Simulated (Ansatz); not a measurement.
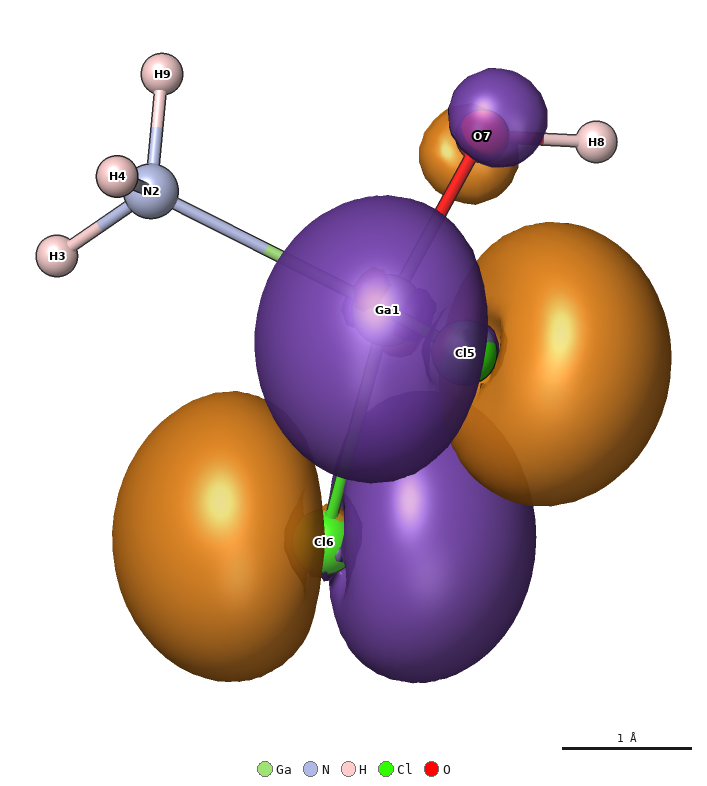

*Cl$_{2}$GaH$_{4}$NO. The HOMO−1 at ±0.1 Å⁻³ᐟ² (orange and purple are the two phases), seen at a tilt.*

All numbers below come from RHF/def2-SVP in Ansatz 0.2.0.

```xyz
9

Ga   -0.3120    0.5392    0.1049
N    -0.0844    0.1227    2.1252
H    -0.7286   -0.5862    2.4411
H     0.8528   -0.1736    2.3511
Cl    1.6809    0.1459   -0.6915
Cl   -1.8502   -0.8806   -0.5111
O    -0.7943    2.2362    0.3673
H    -1.0205    2.7981   -0.3554
H    -0.2804    0.9799    2.6219
```

Q: Where does this orbital lie, and at what energy?

A: Its weight (Hirshfeld) is mainly on Cl5 (about 45 %) and Cl6 (about 45 %); largely a combination of lone pairs on Cl5 and Cl6. Its energy is −11.77 eV.
